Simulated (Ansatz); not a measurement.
**AsAuI6: density, localisation and related maps**

Input

```
crystal:
  lattice:
    - [6.5292902176, 3.7696874659, 2.3511179278]
    - [-6.5292902176, 3.7696874659, 2.3511179278]
    - [0.0, -7.5393749284, 2.3511179332]
  atoms:
    - { symbol: As, position: [0.5, 0.5, 0.5] }
    - { symbol: Au, position: [0.0, 0.0, 0.0] }
    - { symbol: I, position: [1.0481722745, 0.3446481579, 0.3446481579] }
    - { symbol: I, position: [0.3446481579, 1.0481722745, 0.3446481579] }
    - { symbol: I, position: [0.3446481579, 0.3446481579, 1.0481722745] }
    - { symbol: I, position: [-0.0481722745, 0.6553518421, 0.6553518421] }
    - { symbol: I, position: [0.6553518421, -0.0481722745, 0.6553518421] }
    - { symbol: I, position: [0.6553518421, 0.6553518421, -0.0481722745] }
kpoints:
  mp_grid: { grid: [4, 4, 4] }
hamiltonian:
  xc: r2scan
  dispersion: rvv10
scf:
  occupations: { method: fermi_dirac, width: 0.03 }
relax:
  f_tol: 0.01
  cell: {}
  max_steps: 120
output:
  write_density: true
  write_potential: true
  elf: true
  volumetric_format: npy
```

Launched as:

```sh
ansatz run input.yaml --threads 4 --pin off --max-ram 4608MiB --backend cpu --events-out ev --progress --plain --runs-dir out
```

Below, planes, directions and counts refer to the conventional cell (a = 13.15 Å, b = 13.15 Å, c = 7.08 Å, α = 90.00°, β = 90.00°, γ = 120.00°).

The fields are those of the run's last geometry, not of the input's.

Space group R-3m; a structure from a database of computed crystals, not necessarily the ambient phase; started from the LaAlH6-166 prototype, which need not be the ambient phase.

These are results of Ansatz 0.2.0, DFT, r2SCAN+rVV10, plane waves, PAW, not measurements.

In a PAW calculation such maps are meaningful between the atoms, not at the nuclei.

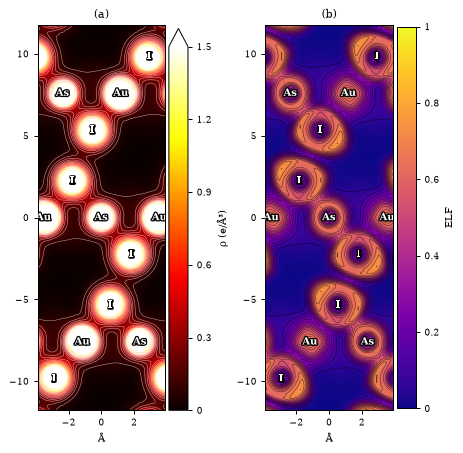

Figure 1. (a) valence pseudo-density; (b) ELF on the (110) plane of the conventional cell.

Question: Read the bonding off the picture.

Answer:
- The section cuts through As, Au and I sites.
- Au–I (2.84 Å): ρ is about 0.36 e/Å³ halfway; the ELF is about 0.40 at the midpoint and 0.25 at its lowest between the atoms.
- As–I (2.89 Å): ρ is about 0.33 e/Å³ halfway; the ELF peaks at about 0.65 between the atoms.
- The density dies away to nearly zero in the voids.
- The features right at Au lie inside the PAW spheres, where the map follows smoothed inner orbitals and isn't to be read closely.

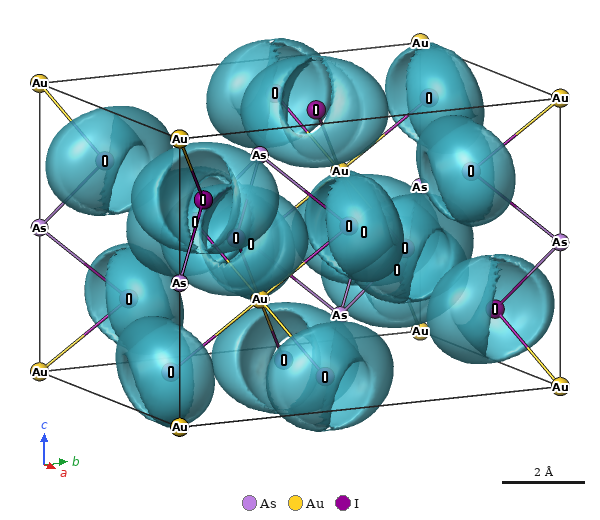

Figure 2. Isosurface of the electron localisation function at 0.7 (cyan), seen slightly off an axis. Only the valence region is drawn (cores and ρ < 0.01 e/Å³ removed). Sticks mark near contacts.

Question: Where are the electrons localised?

Answer: The ELF exceeds this value in 18 regions wrapped around I (the valence shell of each), counted in one cell of 24 atoms. Regions shared between cells count once.
